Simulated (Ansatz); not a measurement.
Pulling on the Si1–I3 bond in FISi (SMILES F[Si]I) (multiplicity 1 held, fragments rigid). Energies count from the point at 2.513 Å.
Geometry at that point (charge 0, multiplicity 1):
```csv
atom,x (Å),y (Å),z (Å)
Si,0.7254,1.0195,1.1889
F,1.1609,2.1637,0.1435
I,-0.3888,-0.6367,-0.3384
```

Restricted levels (R-, RO-) in cc, def2 and unpolarised 6-31G sets keep to the state of the molecule at rest. U- levels take the lowest unrestricted solution at each point, which mixes spins at long bonds. Active spaces are followed from a long bond inwards. Levels need not reach the same state.

Cores are frozen in the correlated methods. Filled d and f shells under p-block atoms count as core.

Programs: Ansatz (a first-principles code) with Gaussian orbitals. Values without a source in brackets are computed. In def2 rows elements past Kr take small-core potentials, without spin–orbit coupling.

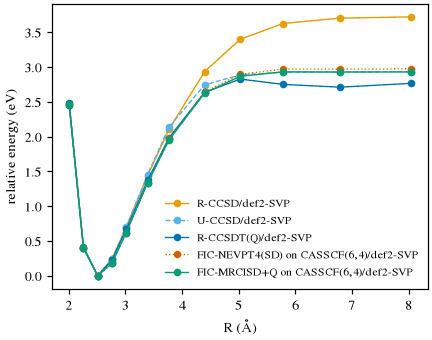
Figure. Relative energy along the coordinate

Doubts at one or more of the structures used: a restricted determinant that unrestricted orbitals would lower (R-CCSD/def2-SVP, R-CCSDT(Q)/def2-SVP); T1 above 0.05 (R-CCSD/def2-SVP, U-CCSD/def2-SVP, R-CCSDT(Q)/def2-SVP); other coupled-cluster roots lie near (R-CCSD/def2-SVP, R-CCSDT(Q)/def2-SVP); a spin-contaminated determinant (U-CCSD/def2-SVP); active orbitals that take no part (FIC-NEVPT4(SD) on CASSCF(6,4)/def2-SVP, FIC-MRCISD+Q on CASSCF(6,4)/def2-SVP).
